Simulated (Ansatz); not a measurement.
Ir2Rh

Input file:

```
crystal:
  lattice:
    - [2.7407272518, 0.0, 0.0]
    - [-1.3703636259, 2.3735394249, 0.0]
    - [0.0, 0.0, 13.2917778972]
  atoms:
    - { symbol: Ir, position: [0.3333333333, 0.6666666667, 0.9159163839] }
    - { symbol: Ir, position: [0.3333333333, 0.6666666667, 0.2509280373] }
    - { symbol: Ir, position: [0.6666666667, 0.3333333333, 0.0840836161] }
    - { symbol: Ir, position: [0.6666666667, 0.3333333333, 0.7490719627] }
    - { symbol: Rh, position: [0.3333333333, 0.6666666667, 0.5833912655] }
    - { symbol: Rh, position: [0.6666666667, 0.3333333333, 0.4166087345] }
basis:
  ecutwfc: 420
kpoints:
  mp_grid: { grid: [18, 18, 4] }
  band_path:
    path:
      - [[0.0, 0.0, 0.0], [0.5, 0.0, 0.0], [0.33333333, 0.33333333, 0.0], [0.0, 0.0, 0.0], [0.0, 0.0, 0.5], [0.5, 0.0, 0.5], [0.33333333, 0.33333333, 0.5], [0.0, 0.0, 0.5]]
      - [[0.5, 0.0, 0.5], [0.5, 0.0, 0.0]]
      - [[0.33333333, 0.33333333, 0.5], [0.33333333, 0.33333333, 0.0]]
    npoints: 14
hamiltonian:
  xc: lda
scf:
  occupations: { method: gaussian, width: 0.1 }
  n_extra_bands: 15
output:
  forces: true
  stress: true
  eigenvalues: true
  populations: true
  dos: { projected: true, de: 0.02, nscf_kmesh: { grid: [22, 22, 5] } }
  bader: true
  write_density: true
  write_potential: true
  elf: true
  volumetric_format: npy
```

Run with:

```sh
ansatz run input.yaml --threads 1 --pin off --max-ram 2560MiB --backend cpu --events-out ev --progress --plain --runs-dir out
```

Below, planes, directions and counts refer to the conventional cell (a = 2.74 Å, b = 2.74 Å, c = 13.29 Å, α = 90.00°, β = 90.00°, γ = 120.00°).

Space group P-3m1; a structure generated by program, which may or may not match a known phase; computed pressure about −17 GPa in this cell; computed without spin polarisation.

Theory: DFT LDA, scalar-relativistic, plane waves, PAW (Ansatz).

What can the converged valence pseudo-density and electron localisation function tell about the bonding?

Rh–Rh (2.74 Å): the density is about 0.34 e/Å³ at the midpoint; the ELF is about 0.25 at the midpoint: no localised pair shows between them.
Ir–Ir (2.74 Å): ρ is about 0.43 e/Å³ halfway; the ELF is about 0.35 at the midpoint; no localised pair shows between them.
Bader's partition of the density gives Ir −0.01 and Rh +0.02 e.

What Bader charges does the calculation give?

Very little charge moves. Bader charges: Ir −0.01 and Rh +0.02 e.

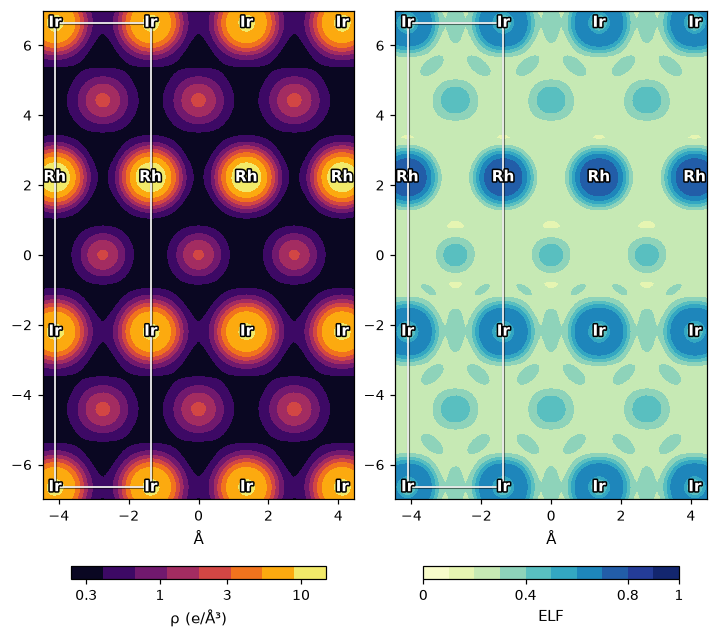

Computed valence pseudo-density and electron localisation function on the (010) plane of the conventional cell, in this order. Atoms just off the plane (Ir, 0.8 Å away and Rh, 0.8 Å away) can leave unmarked features too.

In a PAW calculation such maps are meaningful between the atoms, not at the nuclei.
